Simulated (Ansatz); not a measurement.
C$_{6}$H$_{3}$ClSi (SMILES C#C[Si](Cl)(C#C)C#C)

Input file:

```
crystal:
  periodic: [false, false, false]
  atoms:
    - {symbol: C, position_ang: [-0.503187, -0.015503, 2.831273]}
    - {symbol: C, position_ang: [-0.525589, 0.042944, 1.627936]}
    - {symbol: Si, position_ang: [-0.555175, 0.129741, -0.179588]}
    - {symbol: Cl, position_ang: [-2.448450, 0.584921, -0.790694]}
    - {symbol: C, position_ang: [0.574695, 1.421147, -0.755101]}
    - {symbol: C, position_ang: [1.328661, 2.280059, -1.136873]}
    - {symbol: C, position_ang: [-0.078610, -1.468213, -0.883135]}
    - {symbol: C, position_ang: [0.240660, -2.532126, -1.350147]}
    - {symbol: H, position_ang: [-0.484633, -0.066940, 3.896121]}
    - {symbol: H, position_ang: [1.994825, 3.040733, -1.475231]}
    - {symbol: H, position_ang: [0.522005, -3.473662, -1.763961]}
basis:
  gaussian: {orbitals: def2-TZVPP}
hamiltonian: {xc: pbe0, dispersion: d4}
output: {orbitals: {seedname: orbitals}}
```

Command:

```sh
ansatz run in.yaml --threads 4 --pin off --events-out ev --progress --plain --max-ram 11315MiB
```

Geometry: PBE0-D4/def2-TZVP.

Level of theory: RKS PBE0-D4/def2-TZVPP (Ansatz 0.2.0).

What will maps of the electron density and electron localisation function show?

C–C (1.20 Å): ρ is about 2.9 e/Å³ halfway; the ELF peaks at about 0.85 between the atoms; a multiple bond.
C–Si (1.81 Å): ρ is about 1 e/Å³ halfway; the ELF peaks at about 0.95 between the atoms; localised, covalent bonding.
C–H (1.07 Å): ρ at the midpoint is about 2.1 e/Å³; the ELF climbs to about 1 towards the hydrogen, as it does in any bond to H: a covalent bond by its length.

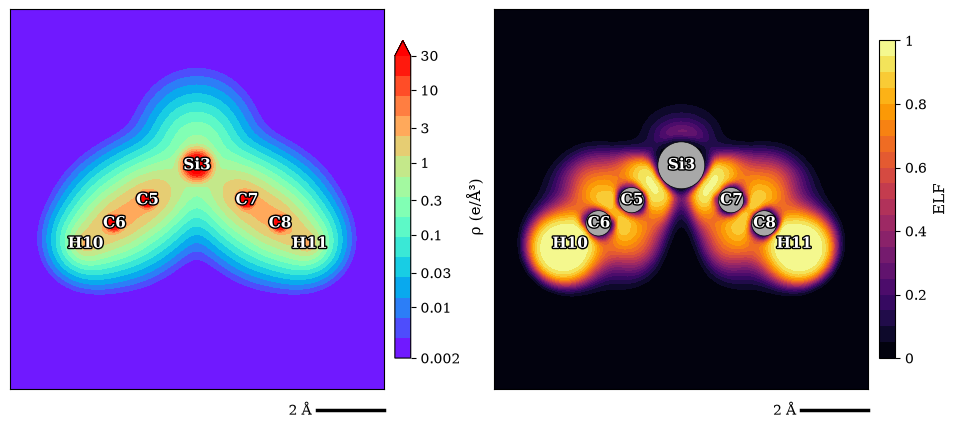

Computed electron density and electron localisation function on the plane of atoms C5, Si3 and C7, in this order. Grey discs cover the atomic cores in the ELF map. 
